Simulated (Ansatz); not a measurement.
The starting structures come from a database of crystals and need not be the phases stable at ambient conditions.

 Where the default PAW files enter, the runs use the earlier of Ansatz's two default sets.

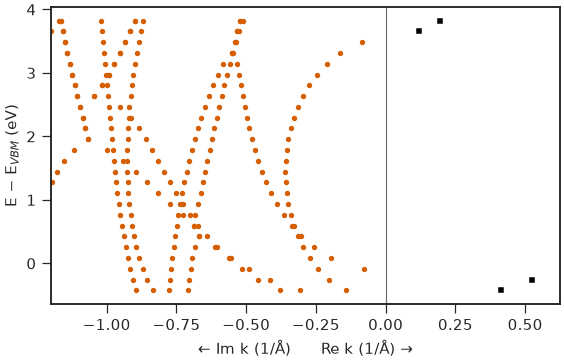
Complex bands at the centre of the two-dimensional zone; PBEsol (Ansatz, a program for electronic structure)

The gap is the functional's own, uncorrected, and κ follows it; spin-orbit coupling is left out. Mid-gap values are interpolated between the computed energies.

**Question.** This is BaZnBO3F (P-6, not sure to be the ambient phase, 7 atoms a cell, 14.2 Å³ an atom, -5 GPa at this level) along the normal of (100). Read off the slowest decay at the centre of the two-dimensional zone at 1.78 eV, the computed energy nearest the middle of the gap.

**Answer.** κ ≈ 0.35 1/Å, a decay length 1/(2κ) of the density of 1.4 Å.
